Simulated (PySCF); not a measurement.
**CH₆NOPSi: NMR shifts and electronic excitations at several levels of theory**

How much do the NMR shifts and electronic excitations of CH₆NOPSi (`C=N[Si@@H](O)P`) depend on the level of theory, and what does each level cost?

Programs: PySCF 2.14.0, with density-fitted response routines of our own. Each step states its level of theory. These are calculated values for one molecule in the gas phase, unless marked as measured. Atoms are numbered from 0 throughout.

## 1. The molecule as given

11 atoms, charge 0, multiplicity 1; geometry from: PBE0-D3(BJ)/def2-SVP.

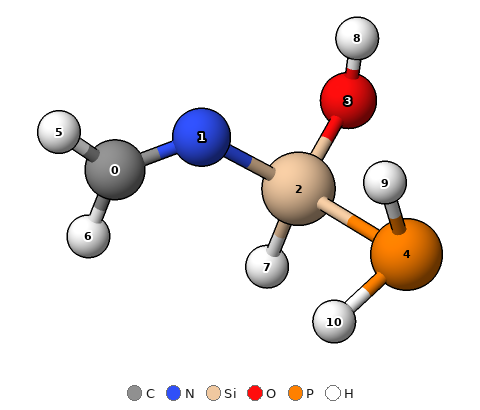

The starting geometry (carbon grey, nitrogen blue, silicon light orange, oxygen red, phosphorus orange, hydrogen white), atoms numbered; sticks join atoms by distance.

## 2. Shielding tensors: PBE0/6-31G*

What the job is given:

```
{"job": {"kind": "nmr", "xc": "PBE0", "basis": "6-31G*", "pop": true}, "charge": 0, "multiplicity": 1}
C     -1.430692    -1.259767     0.631873
N     -0.684237    -0.249481     0.753604
Si     0.055877     0.653815    -0.553033
O     -0.286347     2.259302    -0.316857
P      2.278845     0.241756    -0.527194
H     -1.843173    -1.767158     1.524558
H     -1.727483    -1.711084    -0.340103
H     -0.481459     0.307570    -1.902939
H     -0.207752     2.574738     0.588955
H      2.302755     0.076979     0.892941
H      2.062060    -1.151953    -0.767536
```

Method: GIAO PBE0/6-31G* NMR shielding, non-relativistic, gas phase.

Launch:

```sh
$ OMP_NUM_THREADS=1 python probes_run.py task.json out
```

The driver reads the jobs from task.json and runs them one after another.

The log of the run:

```text
coarse grid: 10208 points
cycle   1  E = -802.0241568846  dE =  4.019e-01  |g| = 7.374e-01  |ddm| = 3.081e+00
cycle   2  E = -801.8379026100  dE =  1.863e-01  |g| = 1.201e+00  |ddm| = 1.737e+00
cycle   3  E = -802.1342480699  dE = -2.963e-01  |g| = 8.882e-02  |ddm| = 1.189e+00
cycle   4  E = -802.1358293669  dE = -1.581e-03  |g| = 5.033e-02  |ddm| = 1.261e-01
cycle   5  E = -802.1363659345  dE = -5.366e-04  |g| = 1.921e-02  |ddm| = 5.181e-02
cycle   6  E = -802.1364486186  dE = -8.268e-05  |g| = 3.262e-03  |ddm| = 1.921e-02
cycle   7  E = -802.1364510497  dE = -2.431e-06  |g| = 7.171e-04  |ddm| = 3.893e-03
final grid: 89496 points
cycle   8  E = -802.0768913090  dE = -1.077e-05  |g| = 6.566e-03  |ddm| = 1.826e-02
cycle   9  E = -802.0768823271  dE =  8.982e-06  |g| = 9.216e-03  |ddm| = 1.629e-02
cycle  10  E = -802.0769021299  dE = -1.980e-05  |g| = 1.375e-03  |ddm| = 9.252e-03
cycle  11  E = -802.0769025860  dE = -4.561e-07  |g| = 1.911e-04  |ddm| = 1.202e-03
cycle  12  E = -802.0769025922  dE = -6.200e-09  |g| = 9.829e-05  |ddm| = 2.240e-04
cycle  13  E = -802.0769025943  dE = -2.082e-09  |g| = 1.919e-05  |ddm| = 1.070e-04
cycle  14  E = -802.0769025944  dE = -8.117e-11  |g| = 3.917e-06  |ddm| = 2.252e-05
converged SCF energy = -802.0769025944

GIAO shielding tensors (ppm)
atom      isotropic    diamagn.    paramagn.     s11        s22        s33       span
  0 C       37.165     255.459    -218.294    -46.749     17.506    140.739    187.488
  1 N     -112.688     325.984    -438.671   -438.207   -156.060    256.204    694.411
  2 Si     393.942     880.865    -486.923    346.828    396.665    438.332     91.504
  3 O      293.119     389.222     -96.103    269.451    283.318    326.587     57.136
  4 P      594.009     967.554    -373.545    559.408    596.002    626.617     67.210
  5 H       23.772      28.443      -4.671     22.927     23.870     24.520      1.593
  6 H       23.646      30.099      -6.453     21.780     22.493     26.665      4.885
  7 H       26.228      29.843      -3.615     22.987     24.399     31.299      8.313
  8 H       30.694      28.412       2.283     23.349     26.650     42.084     18.735
  9 H       30.084      30.878      -0.794     26.127     27.598     36.528     10.401
 10 H       30.804      31.171      -0.367     26.710     27.679     38.023     11.313
```

It took 8.4 s on 1 thread of Arm Neoverse V2, shared host; peak memory 0.49 GiB.

The references, computed at this level on geometries of the same kind, shield at (ppm): ¹H TMS 31.96, ¹³C TMS 194.1, ²⁹Si TMS 418.1, ¹⁵N NH3 259.4, ¹⁷O H2O 324.2, ³¹P H3PO4 376.2. Their shielding less the atom's gives the shift. The references are single molecules in the gas phase, so shifts against H2O, NH3, PH3, H3PO4 or CFCl3 are not on the usual liquid scales and can be off by tens of ppm. Atoms listed in one row are averaged.

```csv
atoms,environment,σ (ppm),δ (ppm)
C0,C=N carbon,37.2,157.0
H6,hydrogen on a C=N carbon,23.65,8.32
H5,hydrogen on a C=N carbon,23.77,8.19
H7,"hydrogen on a silicon bonded to N, O, P",26.23,5.73
"H9, H10",hydrogen on a phosphorus bonded to Si,30.44,1.52
H8,hydrogen on an oxygen bonded to Si,30.69,1.27
N1,imine nitrogen,-112.7,372.1
Si2,"silicon bonded to N, O, P, H",393.9,24.2
O3,"oxygen bonded to Si, H",293.1,31.1
P4,"phosphorus bonded to Si, 2 H",594.0,-217.8
```

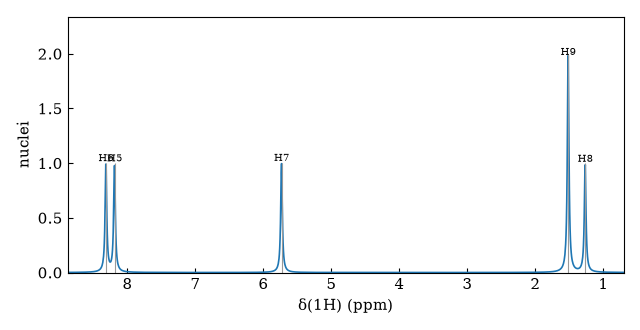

¹H lines at the computed shifts, without couplings. Lines are broadened to a width of 0.03 ppm (Lorentzian).

The run also stored atomic charges by several schemes (e):

```csv
atoms,Mulliken,IAO,Hirshfeld,ESP fit
C0,-0.15,-0.07,0.04,0.22
N1,-0.41,-0.54,-0.25,-0.65
Si2,0.74,1.05,0.35,0.87
O3,-0.72,-0.77,-0.30,-0.71
P4,-0.23,-0.13,-0.04,-0.40
```

ESP fit charges:

```
atom  value (e)
  C0       0.22
  N1      -0.65
 Si2       0.87
  O3      -0.71
  P4      -0.40
  H5       0.07
  H6       0.02
  H7      -0.11
  H8       0.47
  H9       0.13
 H10       0.10
```

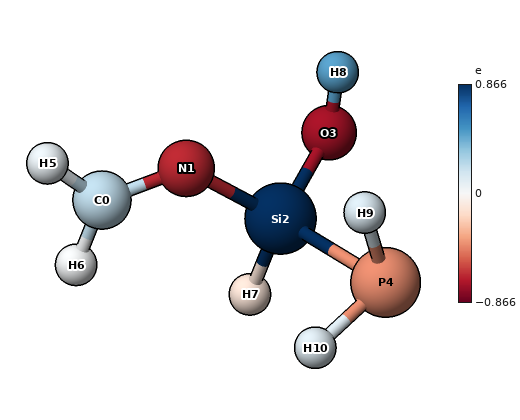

ESP fit charges, as colours on the atoms.

Mayer bond orders: C0–N1 1.95, N1–Si2 0.98, Si2–O3 1.08, Si2–P4 0.91.

## 3. Nuclear shieldings: PBE0/6-311+G(2d,p)

Settings changed since step 2:

```diff
@@ -1,2 +1,2 @@
-{"job": {"kind": "nmr", "xc": "PBE0", "basis": "6-31G*", "pop": true}, "charge": 0, "multiplicity": 1}
+{"job": {"kind": "nmr", "xc": "PBE0", "basis": "6-311+G(2d,p)", "pop": true}, "charge": 0, "multiplicity": 1}
 C     -1.430692    -1.259767     0.631873
```

With the program's defaults for keys left out, this is: GIAO PBE0/6-311+G(2d,p) NMR shielding, non-relativistic, gas phase.

The log of the run:

```text
coarse grid: 10208 points
cycle   1  E = -802.0896116835  dE =  3.658e-01  |g| = 7.815e-01  |ddm| = 2.660e+00
cycle   2  E = -801.8623979949  dE =  2.272e-01  |g| = 1.318e+00  |ddm| = 1.470e+00
cycle   3  E = -802.2002898734  dE = -3.379e-01  |g| = 1.009e-01  |ddm| = 1.067e+00
cycle   4  E = -802.2019593990  dE = -1.670e-03  |g| = 5.884e-02  |ddm| = 1.264e-01
cycle   5  E = -802.2026636390  dE = -7.042e-04  |g| = 2.089e-02  |ddm| = 5.168e-02
cycle   6  E = -802.2027491952  dE = -8.556e-05  |g| = 5.533e-03  |ddm| = 1.648e-02
cycle   7  E = -802.2027550766  dE = -5.881e-06  |g| = 9.821e-04  |ddm| = 4.862e-03
final grid: 89496 points
cycle   8  E = -802.2073640531  dE = -3.103e-05  |g| = 7.807e-03  |ddm| = 3.518e-02
cycle   9  E = -802.2073510357  dE =  1.302e-05  |g| = 1.104e-02  |ddm| = 1.376e-02
cycle  10  E = -802.2073757161  dE = -2.468e-05  |g| = 1.616e-03  |ddm| = 8.442e-03
cycle  11  E = -802.2073762292  dE = -5.131e-07  |g| = 3.935e-04  |ddm| = 1.208e-03
cycle  12  E = -802.2073762595  dE = -3.033e-08  |g| = 1.790e-04  |ddm| = 3.399e-04
cycle  13  E = -802.2073762659  dE = -6.320e-09  |g| = 3.675e-05  |ddm| = 1.590e-04
cycle  14  E = -802.2073762662  dE = -2.876e-10  |g| = 5.577e-06  |ddm| = 3.667e-05
converged SCF energy = -802.2073762662

GIAO shielding tensors (ppm)
atom      isotropic    diamagn.    paramagn.     s11        s22        s33       span
  0 C       17.937     255.885    -237.949    -74.972     -2.259    131.041    206.013
  1 N     -155.596     318.322    -473.918   -501.321   -203.564    238.096    739.417
  2 Si     338.692     876.484    -537.792    288.751    343.848    383.477     94.725
  3 O      282.899     385.276    -102.377    254.917    279.565    314.214     59.298
  4 P      563.615     966.721    -403.105    522.538    574.742    593.566     71.028
  5 H       22.981      30.081      -7.099     22.123     22.864     23.956      1.834
  6 H       22.767      30.996      -8.229     20.719     21.855     25.726      5.006
  7 H       25.765      28.918      -3.153     22.491     24.314     30.491      8.000
  8 H       30.478      31.150      -0.672     23.277     26.295     41.863     18.586
  9 H       29.536      29.177       0.359     25.600     27.132     35.875     10.275
 10 H       30.266      29.463       0.803     26.102     27.217     37.479     11.376
```

Run time: 20 s. Hardware: 1 thread of Arm Neoverse V2, shared host; peak memory 0.89 GiB.

This run: δ C0 168.5, N1 417.5, Si2 5.7, O3 43.7, H6 8.74, H5 8.53 ppm.

## 4. Shielding tensors: PBE0/def2-SVP

Settings changed since step 3:

```diff
@@ -1,2 +1,2 @@
-{"job": {"kind": "nmr", "xc": "PBE0", "basis": "6-311+G(2d,p)", "pop": true}, "charge": 0, "multiplicity": 1}
+{"job": {"kind": "nmr", "xc": "PBE0", "basis": "def2-SVP", "pop": true}, "charge": 0, "multiplicity": 1}
 C     -1.430692    -1.259767     0.631873
```

Method: GIAO PBE0/def2-SVP NMR shielding, non-relativistic, gas phase.

The log of the run:

```text
coarse grid: 10208 points
cycle   1  E = -801.5902511092  dE =  3.589e-01  |g| = 7.382e-01  |ddm| = 3.261e+00
cycle   2  E = -801.4025195528  dE =  1.877e-01  |g| = 1.203e+00  |ddm| = 1.655e+00
cycle   3  E = -801.6986429910  dE = -2.961e-01  |g| = 8.598e-02  |ddm| = 1.122e+00
cycle   4  E = -801.6999453168  dE = -1.302e-03  |g| = 5.452e-02  |ddm| = 1.304e-01
cycle   5  E = -801.7005868041  dE = -6.415e-04  |g| = 1.790e-02  |ddm| = 5.418e-02
cycle   6  E = -801.7006579065  dE = -7.110e-05  |g| = 3.281e-03  |ddm| = 1.931e-02
cycle   7  E = -801.7006604034  dE = -2.497e-06  |g| = 7.300e-04  |ddm| = 3.960e-03
final grid: 89496 points
cycle   8  E = -801.7980758248  dE = -1.170e-05  |g| = 6.649e-03  |ddm| = 2.171e-02
cycle   9  E = -801.7980651885  dE =  1.064e-05  |g| = 9.740e-03  |ddm| = 1.591e-02
cycle  10  E = -801.7980859783  dE = -2.079e-05  |g| = 1.275e-03  |ddm| = 9.190e-03
cycle  11  E = -801.7980863717  dE = -3.934e-07  |g| = 2.291e-04  |ddm| = 1.221e-03
cycle  12  E = -801.7980863815  dE = -9.852e-09  |g| = 9.584e-05  |ddm| = 2.580e-04
cycle  13  E = -801.7980863836  dE = -2.045e-09  |g| = 1.726e-05  |ddm| = 1.081e-04
cycle  14  E = -801.7980863836  dE = -6.958e-11  |g| = 3.345e-06  |ddm| = 2.244e-05
converged SCF energy = -801.7980863836

GIAO shielding tensors (ppm)
atom      isotropic    diamagn.    paramagn.     s11        s22        s33       span
  0 C       32.782     254.288    -221.506    -52.740      9.044    142.043    194.783
  1 N     -132.442     325.154    -457.596   -482.819   -171.081    256.575    739.394
  2 Si     409.505     882.504    -472.999    361.298    414.936    452.283     90.985
  3 O      301.265     383.805     -82.540    277.166    288.481    338.148     60.982
  4 P      619.981     965.516    -345.535    581.283    629.318    649.343     68.060
  5 H       23.275      29.200      -5.925     22.246     23.324     24.254      2.008
  6 H       23.116      31.211      -8.095     21.062     22.161     26.125      5.063
  7 H       25.943      30.376      -4.432     22.559     24.271     31.001      8.442
  8 H       30.077      30.941      -0.863     22.321     25.914     41.997     19.675
  9 H       29.663      30.590      -0.927     25.744     27.113     36.133     10.389
 10 H       30.462      30.856      -0.393     26.351     27.354     37.682     11.330
```

It took 9.1 s on 1 thread of Arm Neoverse V2, shared host; peak memory 0.56 GiB.

In short: δ C0 160.9, N1 402.3, Si2 -2.3, O3 41.8, H6 8.23, H5 8.07 ppm.

## 5. NMR shieldings: PBE0/def2-TZVP

Settings changed since step 4:

```diff
@@ -1,2 +1,2 @@
-{"job": {"kind": "nmr", "xc": "PBE0", "basis": "def2-SVP", "pop": true}, "charge": 0, "multiplicity": 1}
+{"job": {"kind": "nmr", "xc": "PBE0", "basis": "def2-TZVP", "pop": true}, "charge": 0, "multiplicity": 1}
 C     -1.430692    -1.259767     0.631873
```

With the program's defaults for keys left out, this is: GIAO PBE0/def2-TZVP NMR shielding, non-relativistic, gas phase.

The log of the run:

```text
coarse grid: 10208 points
cycle   1  E = -802.1179384888  dE =  3.709e-01  |g| = 7.792e-01  |ddm| = 2.467e+00
cycle   2  E = -801.8976784365  dE =  2.203e-01  |g| = 1.311e+00  |ddm| = 1.356e+00
cycle   3  E = -802.2298297232  dE = -3.322e-01  |g| = 9.624e-02  |ddm| = 9.638e-01
cycle   4  E = -802.2313157789  dE = -1.486e-03  |g| = 6.043e-02  |ddm| = 9.667e-02
cycle   5  E = -802.2320531213  dE = -7.373e-04  |g| = 2.076e-02  |ddm| = 4.159e-02
cycle   6  E = -802.2321405466  dE = -8.743e-05  |g| = 4.662e-03  |ddm| = 1.608e-02
cycle   7  E = -802.2321447033  dE = -4.157e-06  |g| = 1.025e-03  |ddm| = 3.903e-03
final grid: 89496 points
cycle   8  E = -802.2266513950  dE = -2.822e-05  |g| = 7.641e-03  |ddm| = 2.674e-02
cycle   9  E = -802.2266396827  dE =  1.171e-05  |g| = 1.057e-02  |ddm| = 1.291e-02
cycle  10  E = -802.2266626587  dE = -2.298e-05  |g| = 1.674e-03  |ddm| = 7.783e-03
cycle  11  E = -802.2266632056  dE = -5.470e-07  |g| = 3.972e-04  |ddm| = 1.094e-03
cycle  12  E = -802.2266632387  dE = -3.308e-08  |g| = 1.444e-04  |ddm| = 2.741e-04
cycle  13  E = -802.2266632426  dE = -3.919e-09  |g| = 4.183e-05  |ddm| = 1.223e-04
cycle  14  E = -802.2266632430  dE = -3.606e-10  |g| = 5.682e-06  |ddm| = 2.872e-05
converged SCF energy = -802.2266632430

GIAO shielding tensors (ppm)
atom      isotropic    diamagn.    paramagn.     s11        s22        s33       span
  0 C       16.564     253.765    -237.201    -77.762     -3.424    130.877    208.639
  1 N     -160.051     321.537    -481.588   -512.929   -208.360    241.136    754.065
  2 Si     328.345     876.524    -548.178    277.562    332.977    374.498     96.936
  3 O      283.226     383.151     -99.926    254.146    283.168    312.363     58.216
  4 P      553.791     967.179    -413.388    512.274    562.736    586.362     74.088
  5 H       22.959      29.114      -6.155     22.119     22.772     23.987      1.868
  6 H       22.725      30.446      -7.721     20.661     21.845     25.669      5.008
  7 H       25.694      29.776      -4.082     22.438     24.342     30.302      7.864
  8 H       30.329      29.846       0.483     23.135     26.083     41.769     18.635
  9 H       29.574      30.581      -1.008     25.747     27.212     35.761     10.014
 10 H       30.273      30.732      -0.459     26.308     27.225     37.285     10.977
```

Run time: 23 s. Hardware: 1 thread of Arm Neoverse V2, shared host; peak memory 0.9 GiB.

In short: δ C0 170.1, N1 426.0, Si2 3.2, O3 49.3, H6 8.76, H5 8.52 ppm.

## 6. NMR shieldings: PBE0/cc-pVDZ

Settings changed since step 5:

```diff
@@ -1,2 +1,2 @@
-{"job": {"kind": "nmr", "xc": "PBE0", "basis": "def2-TZVP", "pop": true}, "charge": 0, "multiplicity": 1}
+{"job": {"kind": "nmr", "xc": "PBE0", "basis": "cc-pVDZ", "pop": true}, "charge": 0, "multiplicity": 1}
 C     -1.430692    -1.259767     0.631873
```

With the program's defaults for keys left out, this is: GIAO PBE0/cc-pVDZ NMR shielding, non-relativistic, gas phase.

The log of the run:

```text
coarse grid: 10208 points
cycle   1  E = -802.0027007056  dE =  4.328e-01  |g| = 7.433e-01  |ddm| = 5.893e+00
cycle   2  E = -801.8085157137  dE =  1.942e-01  |g| = 1.220e+00  |ddm| = 2.460e+00
cycle   3  E = -802.1121739075  dE = -3.037e-01  |g| = 8.682e-02  |ddm| = 1.523e+00
cycle   4  E = -802.1136055489  dE = -1.432e-03  |g| = 5.190e-02  |ddm| = 2.242e-01
cycle   5  E = -802.1141837669  dE = -5.782e-04  |g| = 1.894e-02  |ddm| = 8.915e-02
cycle   6  E = -802.1142630438  dE = -7.928e-05  |g| = 3.389e-03  |ddm| = 3.106e-02
cycle   7  E = -802.1142656824  dE = -2.639e-06  |g| = 7.785e-04  |ddm| = 6.726e-03
final grid: 89496 points
cycle   8  E = -802.1281266473  dE = -1.119e-05  |g| = 6.404e-03  |ddm| = 4.214e-02
cycle   9  E = -802.1281173225  dE =  9.325e-06  |g| = 9.152e-03  |ddm| = 2.540e-02
cycle  10  E = -802.1281366752  dE = -1.935e-05  |g| = 1.369e-03  |ddm| = 1.408e-02
cycle  11  E = -802.1281371179  dE = -4.427e-07  |g| = 2.057e-04  |ddm| = 2.111e-03
cycle  12  E = -802.1281371255  dE = -7.595e-09  |g| = 1.003e-04  |ddm| = 3.896e-04
cycle  13  E = -802.1281371276  dE = -2.147e-09  |g| = 1.881e-05  |ddm| = 1.587e-04
cycle  14  E = -802.1281371277  dE = -7.731e-11  |g| = 3.815e-06  |ddm| = 3.857e-05
converged SCF energy = -802.1281371277

GIAO shielding tensors (ppm)
atom      isotropic    diamagn.    paramagn.     s11        s22        s33       span
  0 C       35.219     255.201    -219.983    -52.627     15.520    142.764    195.391
  1 N     -128.265     323.516    -451.782   -470.898   -168.053    254.155    725.054
  2 Si     415.313     884.728    -469.416    369.837    417.865    458.237     88.400
  3 O      303.925     382.989     -79.064    279.626    290.170    341.978     62.352
  4 P      616.661     968.096    -351.435    577.976    625.986    646.021     68.045
  5 H       22.954      29.174      -6.220     22.062     22.978     23.822      1.760
  6 H       22.796      31.214      -8.418     20.746     21.732     25.909      5.163
  7 H       25.923      30.726      -4.803     22.378     24.221     31.170      8.792
  8 H       30.310      31.177      -0.867     22.649     26.069     42.211     19.562
  9 H       29.722      30.880      -1.158     25.764     27.157     36.244     10.481
 10 H       30.521      31.118      -0.597     26.402     27.413     37.747     11.344
```

Wall time 9.8 s (1 thread of Arm Neoverse V2, shared host); peak memory 0.6 GiB.

This run: δ C0 161.5, N1 401.4, Si2 3.3, O3 39.4, H6 8.49, H5 8.34 ppm.

## 7. Nuclear shieldings: PBE0/cc-pVTZ

Settings changed since step 6:

```diff
@@ -1,2 +1,2 @@
-{"job": {"kind": "nmr", "xc": "PBE0", "basis": "cc-pVDZ", "pop": true}, "charge": 0, "multiplicity": 1}
+{"job": {"kind": "nmr", "xc": "PBE0", "basis": "cc-pVTZ", "pop": true}, "charge": 0, "multiplicity": 1}
 C     -1.430692    -1.259767     0.631873
```

With the program's defaults for keys left out, this is: GIAO PBE0/cc-pVTZ NMR shielding, non-relativistic, gas phase.

The log of the run:

```text
coarse grid: 10208 points
cycle   1  E = -802.1057895108  dE =  3.812e-01  |g| = 7.788e-01  |ddm| = 5.992e+00
cycle   2  E = -801.8912124132  dE =  2.146e-01  |g| = 1.304e+00  |ddm| = 2.358e+00
cycle   3  E = -802.2176410377  dE = -3.264e-01  |g| = 9.468e-02  |ddm| = 1.541e+00
cycle   4  E = -802.2190857347  dE = -1.445e-03  |g| = 5.986e-02  |ddm| = 1.988e-01
cycle   5  E = -802.2198125874  dE = -7.269e-04  |g| = 2.101e-02  |ddm| = 8.496e-02
cycle   6  E = -802.2199025300  dE = -8.994e-05  |g| = 4.061e-03  |ddm| = 2.949e-02
cycle   7  E = -802.2199057860  dE = -3.256e-06  |g| = 1.056e-03  |ddm| = 6.710e-03
final grid: 89496 points
cycle   8  E = -802.2238210437  dE = -3.663e-05  |g| = 7.714e-03  |ddm| = 6.195e-02
cycle   9  E = -802.2238092191  dE =  1.182e-05  |g| = 1.074e-02  |ddm| = 2.540e-02
cycle  10  E = -802.2238330332  dE = -2.381e-05  |g| = 1.576e-03  |ddm| = 1.473e-02
cycle  11  E = -802.2238335309  dE = -4.977e-07  |g| = 3.822e-04  |ddm| = 2.201e-03
cycle  12  E = -802.2238335601  dE = -2.924e-08  |g| = 1.570e-04  |ddm| = 5.720e-04
cycle  13  E = -802.2238335650  dE = -4.854e-09  |g| = 3.639e-05  |ddm| = 2.345e-04
cycle  14  E = -802.2238335653  dE = -2.797e-10  |g| = 5.722e-06  |ddm| = 4.866e-05
converged SCF energy = -802.2238335653

GIAO shielding tensors (ppm)
atom      isotropic    diamagn.    paramagn.     s11        s22        s33       span
  0 C       18.470     252.008    -233.538    -75.438     -0.420    131.268    206.706
  1 N     -157.449     325.190    -482.639   -511.449   -203.364    242.465    753.914
  2 Si     352.603     886.336    -533.733    304.562    353.770    399.478     94.916
  3 O      289.670     376.554     -86.883    263.095    284.705    321.212     58.117
  4 P      583.034     969.357    -386.323    544.269    591.103    613.730     69.461
  5 H       22.810      29.162      -6.352     21.911     22.656     23.863      1.952
  6 H       22.602      30.414      -7.812     20.468     21.646     25.692      5.224
  7 H       25.713      29.788      -4.075     22.378     24.291     30.470      8.093
  8 H       29.964      31.243      -1.279     22.335     25.490     42.066     19.732
  9 H       29.568      31.045      -1.478     25.680     27.169     35.854     10.174
 10 H       30.299      31.126      -0.828     26.263     27.213     37.420     11.157
```

It took 30 s on 1 thread of Arm Neoverse V2, shared host; peak memory 0.93 GiB.

In short: δ C0 168.8, N1 424.2, Si2 7.4, O3 45.2, H6 8.69, H5 8.48 ppm.

(Part 1 of 2 ends here.)
